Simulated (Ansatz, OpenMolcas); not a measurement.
Predicting a hybrid from its neighbours: CH5BClN

CH5BClN has 9 atoms, charge 0, and is taken as a singlet. As SMILES, `CNBCl`. Geometry: relaxed at PBE0-D4/def2-TZVP. This is one conformer, not always the lowest.

The HOMO–LUMO gap y, in eV, basis def2-SVP; a is the functional's share of exact exchange. Programs: Ansatz 0.2.0, OpenMolcas 26.06.

| functional | program | a | y (eV) |
| --- | --- | --- | --- |
| r2SCAN | Ansatz | 0 | 6.59 |
| TPSS | OpenMolcas | 0 | 6.24 |
| B3LYP | Ansatz | 0.2 | 7.81 |
| r2SCAN0 | Ansatz | 0.25 | 8.69 |
| PBE0 | Ansatz | 0.25 | ? |
| BHLYP | Ansatz | 0.5 | 10.59 |

Question: Fit y = c + s·a to the known rows and predict PBE0.

Answer: 
1. Means of the 5 rows: a = 0.1900, y = 7.984.
2. Σ(Δa)² = 0.172, Σ(Δa·Δy) = 1.4447, so the slope is 1.4447/0.172 = 8.3994.
3. Intercept: 7.984 − (8.3994) × 0.1900 = 6.388. The largest residual of the fit is 0.26.
4. PBE0: 6.388 + (8.3994) × 0.25 = 8.49 eV.

The run gave 8.28 eV, so the prediction is off by +0.21 eV, within the largest residual. Exact exchange lowers occupied levels and raises empty ones. The rows mix families of semi-local functionals, which the line can't see.

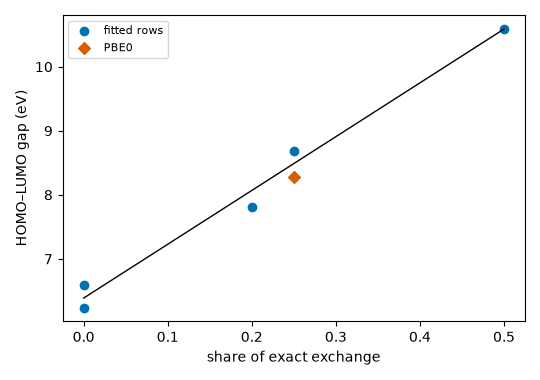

The fitted line, with the withheld row.
